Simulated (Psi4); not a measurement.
# SO2 (sulfur dioxide): B2PLYP/cc-pVDZ (density fitting, density fitting for correlation, sweep point 1)

What is the vertical ionisation energy of SO2 (sulfur dioxide) at B2PLYP/cc-pVDZ (density fitting, density fitting for correlation, sweep point 1)? 

Program for the calculation: Psi4 1.11.

**1. The structure to begin with**

SO2 has 3 atoms, charge 0, and is taken as a singlet. SMILES: `O=S=O`. The shape is that of a PBE0-D4/def2-TZVP optimisation.

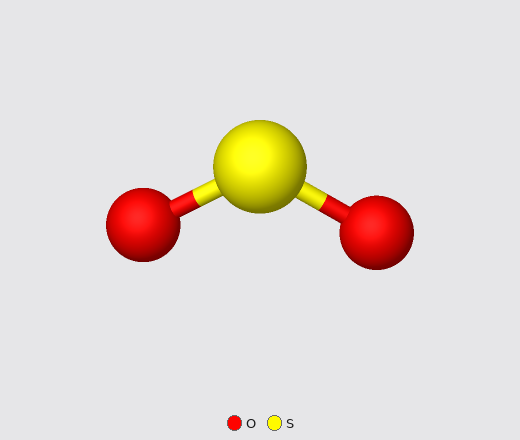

Viewed from a chosen angle; oxygen red, sulfur yellow.

**2. A single-point energy at B2PLYP/cc-pVDZ (density fitting, density fitting for correlation, sweep point 1)**

job.inp reads:

```
memory 1600 mb

molecule m {
  0 1
  O     -1.84138693     1.22057410    -0.86834805
  S      0.50931899     0.67535032     0.35298194
  O      1.33206795    -1.89592443     0.51536611
  units au
  symmetry c1
}

set basis cc-pVDZ
set puream true
set scf_type df
set dft_radial_points 99
set dft_spherical_points 590
set num_frozen_docc 7

energy_value, wavefunction = energy('b2plyp', return_wfn=True)
```

Run with:

```console
psi4 -n 1 job.inp job.out
```

job.out:

```text
[...]
  Running in c1 symmetry.
[...]
  Nuclear repulsion =  108.393821819493866
[...]
  Multiplicity = 1
[...]
  Nalpha       = 16
  Nbeta        = 16
[...]
    Number of basis functions: 46
[...]
   @DF-RKS iter   1:  -547.98357304372325    9.11892e-02   1.43500e-02 ADIIS/DIIS
[...]
   @DF-RKS iter   8:  -548.15411567678291   -3.76872e-09   3.33427e-07 DIIS
[...]
    Orbital Energies [Eh]
    ---------------------
    Doubly Occupied:
       1A    -90.374530     2A    -19.785929     3A    -19.785912
       4A     -8.554040     5A     -6.400367     6A     -6.398959
       7A     -6.394772     8A     -1.300672     9A     -1.198280
      10A     -0.729517    11A     -0.573498    12A     -0.571147
      13A     -0.564136    14A     -0.423107    15A     -0.422339
      16A     -0.387350
[...]
  @DF-RKS Final Energy:  -548.15411567678291
   => Energetics <=
    Nuclear Repulsion Energy =            108.3938218194938656
    One-Electron Energy =                -970.6956432544080826
    Two-Electron Energy =                 334.6441109643300251
    DFT Exchange-Correlation Energy =     -20.4964052061986628
    Empirical Dispersion Energy =           0.0000000000000000
    VV10 Nonlocal Energy =                  0.0000000000000000
    Total Energy =                       -548.1541156767829079
[...]
 Multipole Moments:
 ------------------------------------------------------------------------------------
     Multipole            Electronic (a.u.)      Nuclear  (a.u.)        Total (a.u.)
 ------------------------------------------------------------------------------------
 L = 1.  Multiply by 2.5417464519 to convert [e a0] to [Debye]
 Dipole X            :          0.5098613            0.0041056            0.5139669
 Dipole Y            :          0.5615587            0.0045215            0.5660802
 Dipole Z            :         -0.0000000           -0.0000000           -0.0000000
 Magnitude           :                                                    0.7645971
[...]
```

Run time: 6 s. Hardware: 1 thread of Intel Xeon at 2.70GHz, shared host; peak memory 0.44 GiB.

**3. The doublet cation, same level**

job.dat reads:

```
memory 1600 mb

molecule system {
  1 2
  O     -1.84138693     1.22057410    -0.86834805
  S      0.50931899     0.67535032     0.35298194
  O      1.33206795    -1.89592443     0.51536611
  units au
  symmetry c1
}

set globals {
  basis                cc-pVDZ
  reference            uks
  puream               true
  scf_type             df
  dft_radial_points    99
  dft_spherical_points 590
  num_frozen_docc      7
  maxiter              100
}

energy("b2plyp")
print_variables()
```

Run with:

```console
psi4 job.dat job.out -n 1
```

job.out:

```text
[...]
  Running in c1 symmetry.
[...]
  Nuclear repulsion =  108.393821819493866
[...]
  Multiplicity = 2
[...]
  Nalpha       = 16
  Nbeta        = 15
[...]
    Number of basis functions: 46
[...]
   @DF-UKS iter   1:  -547.51359759429374    5.61165e-01   1.39178e-02 DIIS/ADIIS
[...]
   @DF-UKS iter  11:  -547.71340349653929   -3.84824e-08   9.15717e-07 DIIS
[...]
   @S^2 Observed:                7.751524745E-01
[...]
    Orbital Energies [Eh]
    ---------------------
    Alpha Occupied:
       1A    -90.739487     2A    -20.171822     3A    -20.171808
       4A     -8.918968     5A     -6.763886     6A     -6.762717
       7A     -6.762555     8A     -1.666347     9A     -1.569894
      10A     -1.087825    11A     -0.936838    12A     -0.922528
      13A     -0.900218    14A     -0.781733    15A     -0.771181
      16A     -0.770288
    Alpha Virtual:
      17A     -0.396289    18A     -0.174833    19A     -0.155867
      20A      0.181350    21A      0.191423    22A      0.211099
      23A      0.256955    24A      0.306224    25A      0.329653
[...]
  @DF-UKS Final Energy:  -547.71340349653929
   => Energetics <=
    Nuclear Repulsion Energy =            108.3938218194938656
    One-Electron Energy =                -959.4202640209625770
    Two-Electron Energy =                 323.6025925728814059
    DFT Exchange-Correlation Energy =     -20.2895538679518808
    Empirical Dispersion Energy =           0.0000000000000000
    VV10 Nonlocal Energy =                  0.0000000000000000
    Total Energy =                       -547.7134034965391720
[...]
 Multipole Moments:
 ------------------------------------------------------------------------------------
     Multipole            Electronic (a.u.)      Nuclear  (a.u.)        Total (a.u.)
 ------------------------------------------------------------------------------------
 L = 1.  Multiply by 2.5417464519 to convert [e a0] to [Debye]
 Dipole X            :          0.5196488            0.0041056            0.5237543
 Dipole Y            :          0.5722878            0.0045215            0.5768093
 Dipole Z            :          0.0000000           -0.0000000            0.0000000
 Magnitude           :                                                    0.7791197
[...]
```

It took 8.1 s on 1 thread of Intel Xeon at 2.70GHz, shared host; peak memory 0.44 GiB.

**4. Results**

At B2PLYP/cc-pVDZ (density fitting, density fitting for correlation, sweep point 1), 7 core orbitals frozen:

| quantity | value |
| --- | --- |
| singlet SO2: total energy | -548.33071 Eh |
| singlet SO2: HOMO energy (SCF part's orbitals) | -10.54 eV |
| singlet SO2: LUMO energy (SCF part's orbitals) | -1.65 eV |
| singlet SO2: HOMO–LUMO gap (SCF part's orbitals) | 8.89 eV |
| doublet cation: total energy | -547.89733 Eh |
| doublet cation: HOMO energy (SCF part's orbitals) (highest over α and β) | -19.63 eV |
| doublet cation: LUMO energy (SCF part's orbitals) (lowest over α and β) | -13.43 eV |
| doublet cation: ⟨S²⟩ | 0.775 |
| vertical ionisation energy (to the doublet cation) | 11.793 eV |

What this shows: The vertical ionisation energy comes to 11.79 eV (1138 kJ/mol). −ε(HOMO) before ionisation, 10.54 eV, is 1.25 eV below this ionisation energy.
